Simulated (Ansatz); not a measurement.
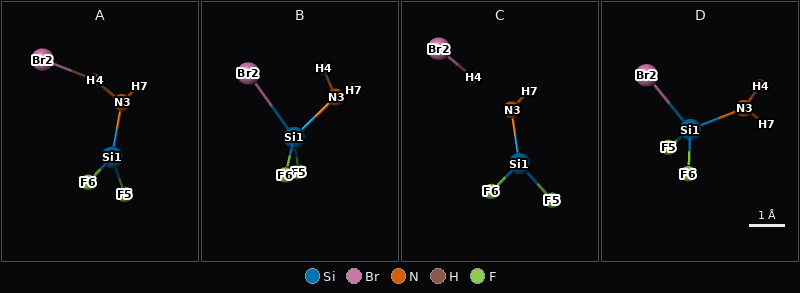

4 geometries from a converged minimum-energy path of SiNH$_{2}$BrF$_{2}$, shuffled. A ball-and-stick model, seen at a tilt.

The calculation used Ansatz 0.2.0, UKS B3LYP-D4/def2-mTZVP. Settings: 5 movable images; climbing image; force threshold 0.05 eV/Å; iteration limit 60; starting path through a guess of the saddle point.

> Which frame is the top of the path?

A. In order along the path, whose images run from 0 to 6: D (image 0, 0.00 eV), B (image 2, +1.50 eV), A (image 4, +3.47 eV), C (image 6, +3.37 eV). Breaking: N3–H4 (1.01 → 1.19 at the top → 1.71 Å), Si1–Br2 (2.21 → 3.72 at the top → 4.30 Å). Forming: Br2–H4 (3.33 → 1.81 at the top → 1.50 Å).

The run took 4.9 min on 4 threads of Arm Neoverse N1, with other jobs on the host, peak memory 0.46 GiB.
